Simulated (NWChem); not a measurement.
# BHO2 (oxoborinic acid): levels of theory compared

Wanted: a comparison of 6 runs (HF/STO-3G, PBE/6-311G**, PBE0/def2-SVP, CAM-B3LYP/3-21G, B3LYP/6-31G*, CCSD(T)/def2-TZVP) of BHO2 (oxoborinic acid). 

Program for the calculation: NWChem 7.3.0.

1 further run of the same task is left out (set aside as unsound or not needed).

### 1 The system as given

The species is BHO2 (4 atoms), meant as a singlet with charge 0. As SMILES, `O=BO`. The shape is that of a PBE0-D4/def2-TZVP optimisation.

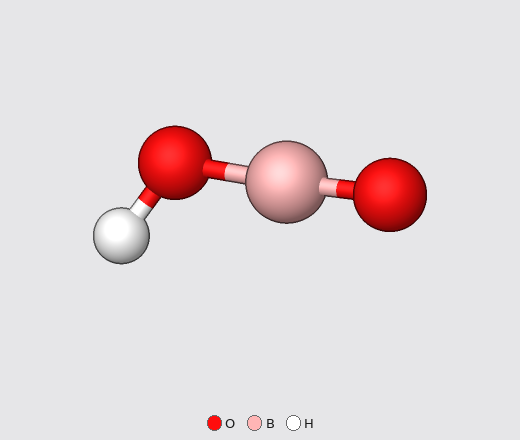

Viewed from a chosen angle; oxygen red, boron pink, hydrogen white.

### 2 Energy and gradient at HF/STO-3G (run 1)

Contents of geom.xyz:

```xyz
4

O     -1.555100     0.523500     0.428500
B     -0.423900     0.132000     0.248600
O      0.816700    -0.302000     0.108600
H      1.162300    -0.353500    -0.785700
```

Contents of geom.nw:

```
echo
start geom
memory stack 880 mb heap 220 mb global 1100 mb

geometry units angstrom noautosym nocenter noautoz
  load geom.xyz
end

basis spherical bse
  * library STO-3G
end

scf
  singlet
  rhf
  thresh 1e-08
  maxiter 80
end

task scf gradient
```

Launch:

```console
nwchem geom.nw > geom.out
```

Output:

```text
[...]
  functions       =    16
[...]
  wavefunction    = RHF
[...]
         Total SCF energy =   -172.702109625330
      One-electron energy =   -346.435395062102
      Two-electron energy =    119.727704949622
 Nuclear repulsion energy =     54.005580487150
        Time for solution =      0.2s
[...]
                         RHF ENERGY GRADIENTS
    atom               coordinates                        gradient
                 x          y          z           x          y          z
   1 O      -2.938713   0.989272   0.809748   -0.045447   0.015899   0.005135
   2 B      -0.801055   0.249444   0.469786    0.058961  -0.021205   0.000460
   3 O       1.543339  -0.570697   0.205224   -0.011085   0.006462  -0.030589
   4 H       2.196429  -0.668018  -1.484758   -0.002429  -0.001156   0.024994
[...]
```

Run time: 0.86 s. Hardware: 1 thread of Intel Xeon Platinum 8488C (Sapphire Rapids), shared host; peak memory 0.099 GiB.

### 3 Energy and gradient at PBE/6-311G(d,p) (run 2)

Contents of bho2.nw:

```
start bho2
title "BHO2"
memory total 2200 mb

geometry noautosym nocenter noautoz
 O       -1.555100       0.523500       0.428500
 B       -0.423900       0.132000       0.248600
 O        0.816700      -0.302000       0.108600
 H        1.162300      -0.353500      -0.785700
end

basis spherical bse
 O library 6-311G**
 B library 6-311G**
 H library 6-311G**
end

dft
 xc xpbe96 cpbe96
 grid xfine
 convergence energy 1e-08
 iterations 100
 mulliken
 print low
end

task dft gradient
```

Launch:

```console
nwchem bho2.nw > bho2.out
```

Output:

```text
[...]
 d= 0,ls=0.0,diis     1   -175.6906317686 -2.30D+02  2.64D-02  1.28D+00     0.9
[...]
 d= 0,ls=0.0,diis    11   -175.8384834529 -4.19D-10  9.10D-08  2.40D-10     8.0
         Total DFT energy =     -175.838483452924
      One electron energy =     -347.913378586893
           Coulomb energy =      139.552019512050
    Exchange-Corr. energy =      -21.482704865232
 Nuclear repulsion energy =       54.005580487150
[...]
      Total Density - Mulliken Population Analysis
     ---------------------------------------------
    Atom       Charge   Shell Charges
 -----------   ------   -------------------------------------------------------
    1 O    8     8.27   1.08  0.91  0.96  1.02  1.98  0.77  1.53  0.01
    2 B    5     4.74   1.13  0.85  0.56  0.65  0.84  0.13  0.35  0.23
    3 O    8     8.28   1.08  0.91  0.99  0.99  2.07  0.72  1.51  0.01
    4 H    1     0.71   0.27  0.35  0.03  0.07
[...]
                         DFT ENERGY GRADIENTS
    atom               coordinates                        gradient
                 x          y          z           x          y          z
   1 O      -2.938713   0.989272   0.809748    0.019647  -0.006760  -0.003612
   2 B      -0.801055   0.249444   0.469786   -0.009587   0.003151   0.003580
   3 O       1.543339  -0.570697   0.205224   -0.007849   0.003471  -0.008050
   4 H       2.196429  -0.668018  -1.484758   -0.002210   0.000138   0.008082
 Task  times  cpu:        9.5s     wall:        9.5s
 Total times  cpu:        9.6s     wall:        9.6s
```

It took 10 s on 1 thread of Intel Xeon Platinum 8488C (Sapphire Rapids), shared host; peak memory 0.12 GiB.

Runs 3 to 4 aren't shown in full; the table further down has their settings and results.

### 4 Energy and gradient at B3LYP/6-31G(d) (spherical functions) (run 5)

Contents of run.py:

```python
from ase import Atoms
from ase.calculators.nwchem import NWChem

molecule = Atoms(['O', 'B', 'O', 'H'], positions=[
    [-1.555100, 0.523500, 0.428500],
    [-0.423900, 0.132000, 0.248600],
    [0.816700, -0.302000, 0.108600],
    [1.162300, -0.353500, -0.785700],
])

calc = NWChem(
    label='nw',
    theory='dft',
    memory='2200 mb',
    basis='6-31G*',
    basispar='spherical bse',
    dft={'xc': 'b3lyp', 'mult': '1', 'grid': 'xfine', 'convergence': 'energy 1e-08', 'iterations': '100', 'mulliken': None},
)
molecule.calc = calc

forces = molecule.get_forces()
print(f"energy = {molecule.get_potential_energy():.6f} eV")
print("forces (eV/A):")
for s, f in zip(molecule.symbols, forces):
    print(f"{s:2s} {f[0]:10.5f} {f[1]:10.5f} {f[2]:10.5f}")
print("dipole (e A):", molecule.get_dipole_moment().round(4))
```

Launch:

```console
export ASE_NWCHEM_COMMAND="nwchem PREFIX.nwi > PREFIX.nwo"
python run.py
```

Output:

```text
energy = -4788.516238 eV
forces (eV/A):
O    -0.45519    0.15709    0.07744
B     0.18101   -0.05872   -0.07652
O     0.17818   -0.09143    0.33867
H     0.09600   -0.00694   -0.33959
dipole (e A): [ 0.613  -0.1848 -0.4345]
```

The calculator wrote nw.nwi:

```
title "nw"

permanent_dir nw

scratch_dir nw

start nw

geometry units angstrom nocenter noautosym noautoz
  O  -1.5550999999999999e+00 5.2349999999999997e-01 4.2849999999999999e-01
  B  -4.2390000000000000e-01 1.3200000000000001e-01 2.4859999999999999e-01
  O  8.1669999999999998e-01 -3.0199999999999999e-01 1.0860000000000000e-01
  H  1.1623000000000001e+00 -3.5349999999999998e-01 -7.8569999999999995e-01
end

memory 2200 mb

basis spherical bse noprint
   * library 6-31G*
end

dft
  xc b3lyp
  mult 1
  grid xfine
  convergence energy 1e-08
  iterations 100
  mulliken
end

task dft gradient
```

nw.nwo, cut to the lines that bear on the results:

```text
[...]
         Total DFT energy =     -175.974727407722
[...]
  wavefunction    = closed shell
                         DFT ENERGY GRADIENTS
    atom               coordinates                        gradient
                 x          y          z           x          y          z
   1 O      -2.938713   0.989272   0.809748    0.008852  -0.003055  -0.001506
   2 B      -0.801055   0.249444   0.469786   -0.003520   0.001142   0.001488
   3 O       1.543339  -0.570697   0.205224   -0.003465   0.001778  -0.006586
   4 H       2.196429  -0.668018  -1.484758   -0.001867   0.000135   0.006604
[...]
```

Wall time 7.5 s (1 thread of Intel Xeon Platinum 8488C (Sapphire Rapids), shared host); peak memory 0.12 GiB.

### 5 The energy at CCSD(T)/def2-TZVP (run 6)

Contents of bho2.xyz:

```xyz
4

O     -1.555100     0.523500     0.428500
B     -0.423900     0.132000     0.248600
O      0.816700    -0.302000     0.108600
H      1.162300    -0.353500    -0.785700
```

Contents of bho2.nw:

```
start bho2
memory total 2200 mb
geometry units angstrom noautosym nocenter noautoz
  load bho2.xyz
end
basis spherical bse
  O library def2-TZVP
  B library def2-TZVP
  H library def2-TZVP
end
scf
  singlet
  rhf
  thresh 1e-08
  maxiter 80
end
ccsd
  freeze core 3
  maxiter 60
end
task ccsd(t) energy
```

Launch:

```console
nwchem bho2.nw > bho2.out
```

Output:

```text
[...]
  functions       =    99
[...]
  wavefunction    = RHF
[...]
         Total SCF energy =   -175.159328550400
      One-electron energy =   -347.721155093914
      Two-electron energy =    118.556246056364
 Nuclear repulsion energy =     54.005580487150
        Time for solution =     13.3s
[...]
 Total MP2 energy:           -175.714088737857026
[...]
             energy      energy      error      ampl     ampl      Block
                                                time     time      time
[...]
 Total CCSD energy:           -175.714832233051766
[...]
 Total CCSD+T(CCSD) energy:           -175.738344842273307
[...]
 Total CCSD(T) energy:                -175.736840517132407
[...]
```

Wall time 2.1 min (1 thread of Intel Xeon Platinum 8488C (Sapphire Rapids), shared host); peak memory 0.26 GiB.

### 6 Overview of the runs

| run | level | iteration cap | module | energy (Eh) | largest force (eV/Å) | wall time |
| --- | --- | --- | --- | --- | --- | --- |
| 1 | HF/STO-3G | 80 | scf | -172.702110 | 3.222 | 0.86 s |
| 2 | PBE/6-311G** | 100 | dft | -175.838483 | 1.084 | 10 s |
| 3 | PBE0/def2-SVP | 100 | dft | -175.655417 | 0.159 | 7.5 s |
| 4 | CAM-B3LYP/3-21G | 100 | dft | -174.930817 | 1.640 | 4.5 s |
| 5 | B3LYP/6-31G* (spherical functions) | 100 | dft | -175.974727 | 0.488 | 7.5 s |
| 6 | CCSD(T)/def2-TZVP | 80 | ccsd(t) | -175.736841 | – | 2.1 min |

### 7 Outcome

```
                                          quantity          value
                               run 6: total energy  -175.73684 Eh
        run 6: HOMO energy (Hartree–Fock orbitals)      -13.38 eV
        run 6: LUMO energy (Hartree–Fock orbitals)        2.03 eV
      run 6: HOMO–LUMO gap (Hartree–Fock orbitals)       15.41 eV
run 6: correlation energy (3 core orbitals frozen)     -577.5 mEh
                             run 6: (T) correction     -22.01 mEh
```

**Reading.** Over runs 1, 4, 5 the dipole moment (its size) runs from 2.74 D (HF/STO-3G) to 3.72 D (B3LYP/6-31G*). The two ends differ in method and basis. Totals of different functionals can't be ranked against each other. In run 1 the basis is minimal, so the values are rough. All runs together took 2.6 min, the longest 2.1 min.
